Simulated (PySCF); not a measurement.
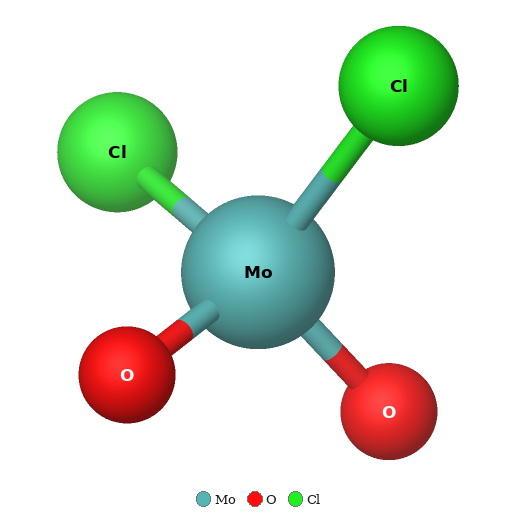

The species is neutral and a spin singlet. The geometry was computed by an optimisation with PBE0/def2-TZVP with core potentials.

Describe the coordination sphere.

Answer. Mo binds 4 atoms: 2 O at 1.66 Å, 2 Cl at 2.24 Å. The arrangement is tetrahedral.

Give the formal oxidation state and the d-electron count.

Answer. Mo(VI), d⁰, counting the ligands as closed-shell ions or neutral donors.

The search tried a few shapes and spins; others may lie lower.
